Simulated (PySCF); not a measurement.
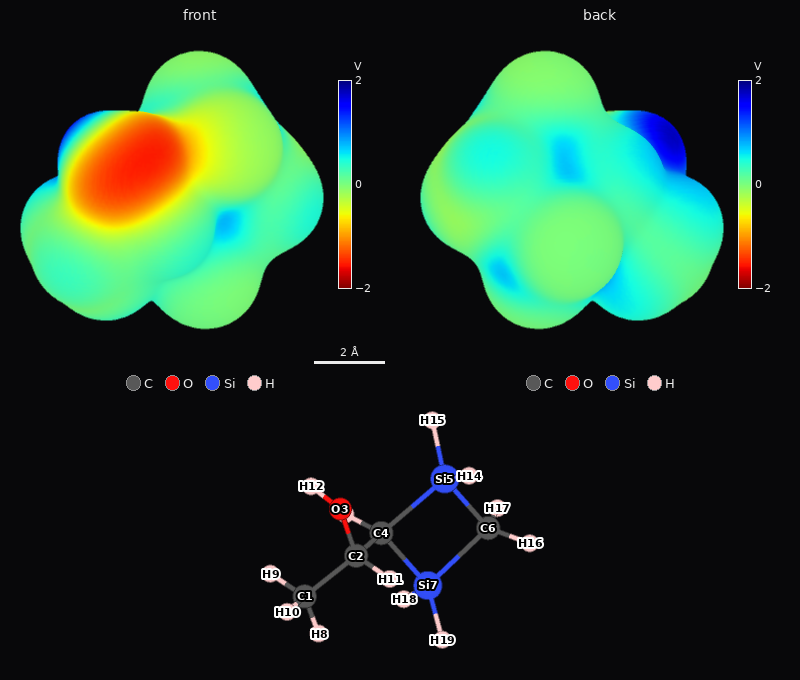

The picture shows: C4H12OSi2 (SMILES C[C@H](O)C1[SiH2]C[SiH2]1). The molecular electrostatic potential painted on the density surface at 0.001 e/bohr³, seen from the front and from behind; red is negative and blue positive. The bare structure is drawn below in the same view.

Geometry: GFN2-xTB.

Computed with PBE0/pcSseg-1, SCF density, gas phase, non-relativistic (PySCF).

The calculation's input:

```
{"job": {"kind": "nmr", "xc": "PBE0", "basis": "pcSseg-1"}, "charge": 0, "multiplicity": 1}
C     -2.087797     0.152706    -1.279087
C     -1.224505    -0.540964    -0.225556
O     -2.011237    -0.989383     0.865421
C     -0.095140     0.357212     0.254800
Si     1.012967    -0.401939     1.636408
C      2.521964     0.023582     0.522744
Si     1.404972     0.615420    -0.917643
H     -1.478599     0.422080    -2.137700
H     -2.527238     1.060696    -0.866802
H     -2.890983    -0.505342    -1.603019
H     -0.811932    -1.462973    -0.648672
H     -2.393799    -0.214340     1.292640
H     -0.541115     1.307125     0.566878
H      0.822091    -1.833134     1.848933
H      0.956575     0.315849     2.914278
H      3.170680    -0.815697     0.286350
H      3.163717     0.800292     0.930904
H      1.597336     1.996238    -1.369787
H      1.402237    -0.278177    -2.078553
```

Launched as:

```sh
OMP_NUM_THREADS=1 python probes_run.py task.json out
```

> Which sites attract a positive test charge, and which a negative one?

A positive charge is drawn to the negative regions and a negative charge to the positive ones. The most negative region (about −1.5 V, or −35 kcal/mol for a unit charge) lies over O3, the most positive (about +1.7 V, or +39 kcal/mol for a unit charge) over H12. O3 is the likeliest acceptor of a hydrogen bond.
